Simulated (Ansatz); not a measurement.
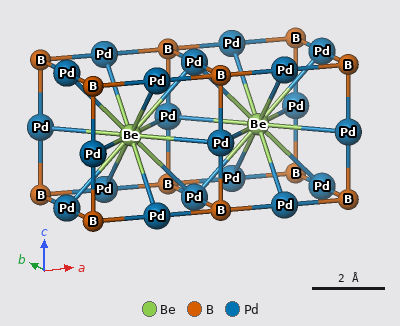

A crystal of BeBPd₃ (a generated structure, set up in Pm-3m) (coarse preliminary run), before the relaxation. A ball-and-stick model of the cell of the calculation, repeated 2 × 1 × 1 with one cell outlined, seen slightly off an axis.

Level of theory: Ansatz 0.2.0, DFT PBE, scalar-relativistic, plane waves, PAW.

Input
```yaml
crystal:
  lattice:
    - [3.8739625875, 0.0, 0.0]
    - [0.0, 3.8739625875, 0.0]
    - [0.0, 0.0, 3.8739625875]
  atoms:
    - { symbol: Be, position: [0.5, 0.5, 0.5] }
    - { symbol: B, position: [0.0, 0.0, 0.0] }
    - { symbol: Pd, position: [0.5, 0.0, 0.0] }
    - { symbol: Pd, position: [0.0, 0.5, 0.0] }
    - { symbol: Pd, position: [0.0, 0.0, 0.5] }
basis:
  ecutwfc: 420
kpoints:
  mp_grid: { grid: [6, 6, 6] }
hamiltonian:
  xc: pbe
scf:
  occupations: { method: gaussian, width: 0.1 }
output:
  forces: true
  stress: true
  eigenvalues: true
relax:
  adjacent_minimum: "off"
  f_tol: 0.05
  max_steps: 80
  cell: { stress_tol: 0.5 }
```

### Where does the relaxation end?

After 3 accepted moves (4 points after the start) the energy has fallen by 208 meV per atom. All forces vanish by symmetry, so only the cell relaxes. Pressure: 37.98 GPa at the start and 0.20 GPa at the end. The SCF was repeated once at an unchanged geometry on a basis and grid sized afresh for the cell, which shifted the energy by 2.1 meV per atom at most. The atoms keep their places relative to the cell (all moves are under 0.005 Å). The volume changes by +17.5 %, with a = b = c 3.874 → 4.088 Å (+5.5 %). Near-neighbour distances that change, for instance: Be1–Pd3 2.739 → 2.891 Å, Pd3–Pd4 2.739 → 2.891 Å, B2–Pd3 1.937 → 2.044 Å. The space group stays Pm-3m (No. 221).

Final geometry:

```
Be B Pd
1.0
     4.08796    0.00000    0.00000
     0.00000    4.08796    0.00000
     0.00000    0.00000    4.08796
Be B Pd
1 1 3
Direct
  0.50000 0.50000 0.50000
  0.00000 0.00000 0.00000
  0.50000 0.00000 0.00000
  0.00000 0.50000 0.00000
  0.00000 0.00000 0.50000
```

The end point in the same view:

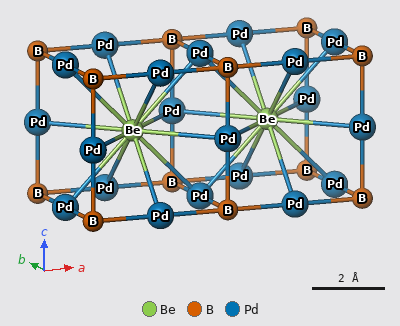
